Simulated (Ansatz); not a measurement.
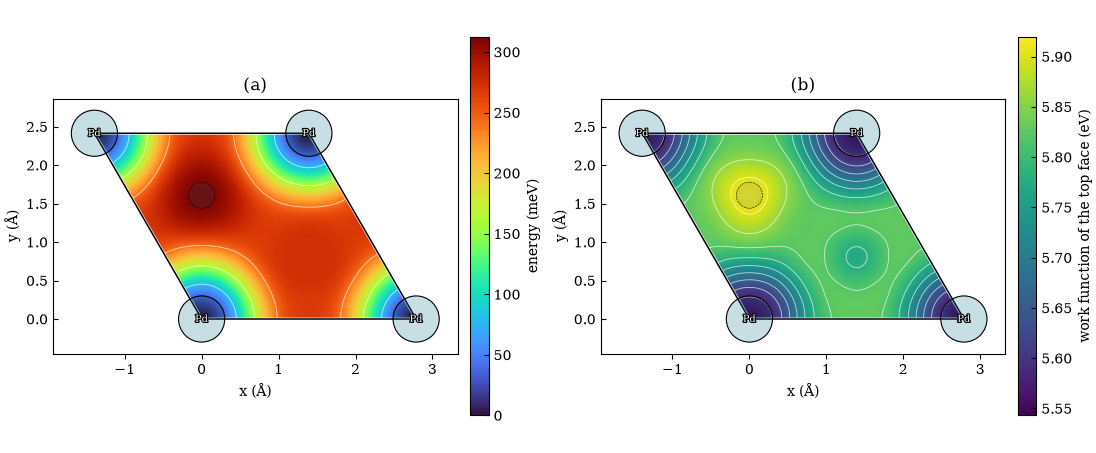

Cl on a Pd(111) slab cut from the Fm-3m phase, its upper half relaxed before the scan (3 atoms of substrate and one adsorbate in a 1 × 1 cell). Cl is moved over the surface cell; relaxed at each place: the height of the adsorbate's atoms; substrate rigid; the origin of the map has the adsorbate above Pd3. Places are given modulo a cell vector. The map is drawn in real space over the plane of the surface. Grid: 6 × 6 points; 10 points were computed and 26 follow by symmetry. Energies: meV, counted from the lowest grid point. With one adsorbate in each 1 × 1 cell, its nearest image is 2.8 Å away, so neighbouring adsorbates interact. These are results of Ansatz 0.2.0, DFT PBE, scalar-relativistic, plane waves, PAW, not measurements. Settings: cutoff 420 eV, k-mesh 12×12×1, gaussian smearing 0.1 eV, no spin polarisation.

Panel (a) is the energy; panel (b) is the computed work function of the top face, in eV.

Drawn: a smooth colour map with a few white contour lines, labelled circles for the atoms of the top layer and small ones for the second layer, the outline of one cell of the plane. Between grid points the surface is interpolated.

How does the work function of the top face vary over the map, and what is it at the lowest grid point?

Answer. It runs from 5.54 eV at the top site over a surface Pd atom, (0/6, 0/6) of the cell vectors to 5.92 eV at a threefold hollow over a second-layer Pd atom, (2/6, 4/6) of the cell vectors. At the lowest grid point, the top site over a surface Pd atom, (0/6, 0/6) of the cell vectors, it is 5.54 eV.
